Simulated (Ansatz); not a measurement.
AlN: space group P6_3mc (No. 186), a = 3.109 Å, b = 3.109 Å, c = 4.979 Å, α = 90.00°, β = 90.00°, γ = 120.00°. Source: the geometry relaxed with Ansatz 0.2.0, DFT PBE+D3(BJ), scalar-relativistic, plane waves, PAW. Forms under 0.4 % of the area are left out. Forms are taken in the Laue class: a face and its opposite count as one form.

Estimate the growth shape by the BFDH rule (face distance proportional to 1/d, absences counted).

The forms computed, by share of the surface:

```tsv
form	faces	d (Å)	share of area (%)
{100}	6	2.693	41.1
{101}	12	2.369	39.9
{002}	2	2.489	19.0
```

The crystal is roughly equant (blocky). Widths along a, b and c stand as 1.00 : 1.00 : 0.94.

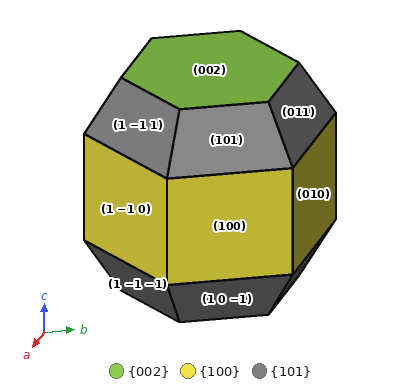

The computed shape, faces indexed. The rule is geometric and ignores bonding and growth conditions.
